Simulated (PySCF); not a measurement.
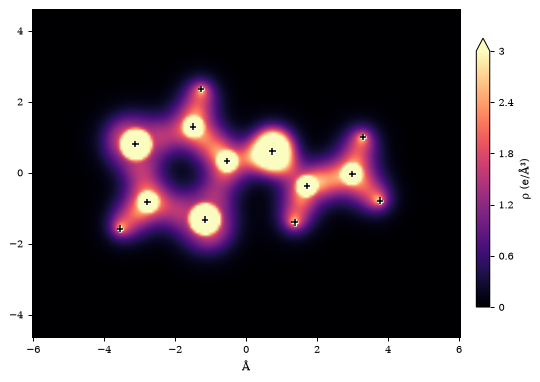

The total electron density on a plane through atoms (crosses mark nuclei in the plane).

Computed with CAM-B3LYP/def2-SVPD, SCF density, gas phase in PySCF.

Candidates:
A. C₆H₄FNO (SMILES C#C/C=N/C(F)=C/C=O)
B. C₅H₅OS₂ (SMILES C=COc1cs[cH+]s1) (charge +1)

Which candidate gave the map?

Answer. Candidate B: C₅H₅OS₂ on the molecular plane, which holds C, O, S and H. C–O (1.30 Å): the density is about 2.6 e/Å³ at the midpoint. C–C (1.32 Å): the density is about 2.4 e/Å³ at the midpoint.
